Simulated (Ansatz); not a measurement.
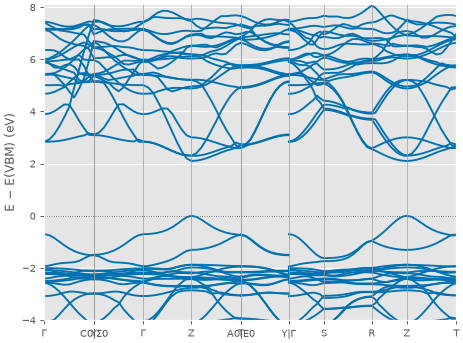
Fig. 1. Band structure from the program Ansatz at the PBEsol level (PAW)

Task: Read off the gap and where the band edges lie.

Result: About 2.1 eV (2.10 eV by a search for the band edges); maximum at Z, minimum at Z.

The material is CsPbCl₃ in space group Amm2 (No. 38; Pearson symbol oS20).

The first step of the workflow began from a Materials Project structure, measured or hypothetical; the Crystallography Open Database copy checked does not list it. COD files the formula under space group No. 221. Its standing as an ambient phase is unchecked. Symmetry was held in the PBEsol relaxation; whether a distortion lowers the energy is not shown. Spin–orbit coupling is left out wherever it is not named.

Potentials: the later of the program's two PAW sets.
